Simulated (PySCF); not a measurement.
# One shape, several levels: BHBr (SMILES [BH]Br)

Aim: a comparison of 6 runs (U-r2SCAN/STO-3G, U-wB97X-V/STO-3G, UB3LYP/STO-3G, UM06-2X/STO-3G, UPBE0/STO-3G, FCI/STO-3G) of BHBr. Input form: a Python script.

Program for the calculation: PySCF 2.14.0.

14 further runs of the same task are left out: 4 that didn't finish, 10 set aside as unsound or not needed.

## (1) The molecule

BHBr: 3 atoms, total charge 0, spin state doublet. SMILES: `[BH]Br`. The B1–Br2 distance was set to 2.801 Å, away from the relaxed value.

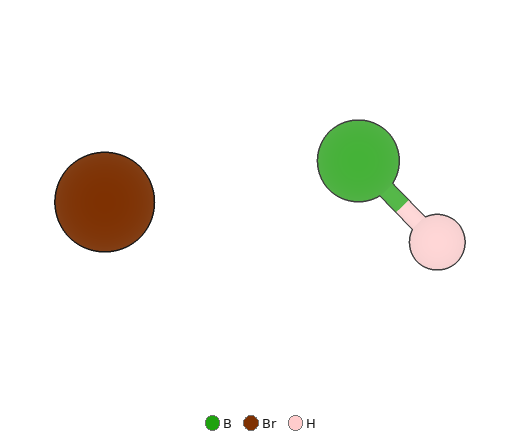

Viewed from a chosen angle; boron green, bromine brown, hydrogen pink.

## (2) A single-point energy at U-r2SCAN/STO-3G (run 1)

Contents of start.xyz:

```xyz
3
BBrH
B     -0.732249    -1.066099    -0.528450
Br     1.181000     0.563200     0.709800
H     -1.735149    -0.648099    -1.020050
```

Contents of input.py:

```python
from pyscf import gto, dft

system = gto.M(
    atom='start.xyz',
    basis='sto-3g',
    verbose=3,
    max_memory=1860,
    spin=1,
)

mf = dft.UKS(system)
mf.xc = 'r2scan'
mf.grids.level = 5
mf.conv_tol = 1e-10
mf.kernel()
if not mf.converged:
    mf = mf.newton().run(mf.mo_coeff, mf.mo_occ)

etot = mf.e_tot
print('E(%s) = %.9f' % ('R2SCAN', etot))
```

On the command line:

```sh
$ OMP_NUM_THREADS=1 python input.py
```

Output:

```text
WARN: HOMO -0.235897866514369 >= LUMO -0.23589786651435

converged SCF energy = -2570.99879092838  <S^2> = 0.77490263  2S+1 = 2.0247495
E(R2SCAN) = -2570.998790928
```

It took 12 s on 1 thread of Arm Neoverse N1, shared host; peak memory 0.22 GiB.

## (3) The energy at U-wB97X-V/STO-3G (run 2)

Contents of job.py:

```python
from pyscf import gto, dft

molecule = gto.Mole()
molecule.atom = '''
B     -1.383750    -2.014635    -0.998626
Br     2.231767     1.064294     1.341328
H     -3.278956    -1.224730    -1.927615
'''
molecule.basis = 'sto-3g'
molecule.verbose = 3
molecule.max_memory = 1860
molecule.spin = 1
molecule.unit = 'bohr'
molecule.build()

myscf = dft.UKS(molecule, xc='wb97x-v')
myscf.nlcgrids.level = 1
myscf.grids.level = 5
myscf.conv_tol = 1e-10
myscf.kernel()
if not myscf.converged:
    myscf = myscf.newton().run(myscf.mo_coeff, myscf.mo_occ)

e_final = myscf.e_tot
print('Final energy', e_final)
```

On the command line:

```sh
$ OMP_NUM_THREADS=1 python job.py
```

Output:

```text
converged SCF energy = -2570.74214805241  <S^2> = 0.85998126  2S+1 = 2.107113
Final energy -2570.7421480524085
```

Run time: 32 s. Hardware: 1 thread of Arm Neoverse N1, shared host; peak memory 0.21 GiB.

Runs 3 to 5 aren't shown in full; the table further down has their settings and results.

## (4) The energy at FCI/STO-3G (run 6)

Contents of calc.py:

```python
from pyscf import gto, scf, mcscf

mol = gto.M(
    atom=[
    ('B', (-0.732249, -1.066099, -0.528450)),
    ('Br', (1.181000, 0.563200, 0.709800)),
    ('H', (-1.735149, -0.648099, -1.020050)),
],
    basis='sto-3g',
    verbose=3,
    max_memory=1860,
    spin=1,
)

hf = scf.ROHF(mol)
hf.conv_tol = 1e-10
hf.kernel()
if not hf.converged:
    hf = hf.newton().run(hf.mo_coeff, hf.mo_occ)

cas = mcscf.CASCI(hf, hf.mo_coeff.shape[-1] - 10, (mol.nelec[0] - 10, mol.nelec[1] - 10))  # full CI above the frozen core
cas.fix_spin_(ss=0.75)
cas.kernel()
energy = cas.e_tot
print(f'total energy: {energy:.8f} hartree')
```

On the command line:

```sh
$ OMP_NUM_THREADS=1 python calc.py
```

Output:

```text
converged SCF energy = -2569.39985464772
CASCI E = -2569.47733858154  E(CI) = -166.567335356498  S^2 = 0.7500000
total energy: -2569.47733858 hartree
```

It took 30 s on 1 thread of Arm Neoverse N1, shared host; peak memory 0.2 GiB.

## (5) Overview of the runs

```tsv
run	level	nlc grid	integration grid	energy (Eh)	dipole moment (D) of the reference	HOMO energy (eV)	LUMO energy (eV)	wall time
1	U-r2SCAN/STO-3G	–	5	-2570.998791	3.16	-2.99	-1.45	12 s
2	U-wB97X-V/STO-3G	1	5	-2570.742148	3.06	-6.56	1.24	32 s
3	UB3LYP/STO-3G	–	5	-2570.920010	2.94	-3.81	-1.11	8.4 s
4	UM06-2X/STO-3G	–	5	-2570.947700	3.28	-5.19	0.19	12 s
5	UPBE0/STO-3G	–	5	-2570.664797	3.14	-4.06	-0.81	8.4 s
6	FCI/STO-3G	–	–	-2569.477339	2.08	–	–	30 s
```

## (6) What came out

```
                                           quantity           value
                                run 6: total energy  -2569.47734 Eh
        run 6: dipole moment (Hartree–Fock density)          2.08 D
run 6: correlation energy (10 core orbitals frozen)       -77.5 mEh
```

What this shows: Over runs 1, 2, 3, 4, 5 the dipole moment (its size) runs from 2.94 D (UB3LYP/STO-3G) to 3.28 D (UM06-2X/STO-3G). Totals of different functionals can't be ranked against each other. In runs 1, 2, 3, 4, 5, 6 the basis is minimal, so the values are rough. Spin contamination of the reference: run 2 ⟨S²⟩ = 0.86. All runs together took 1.7 min, the longest 32 s.
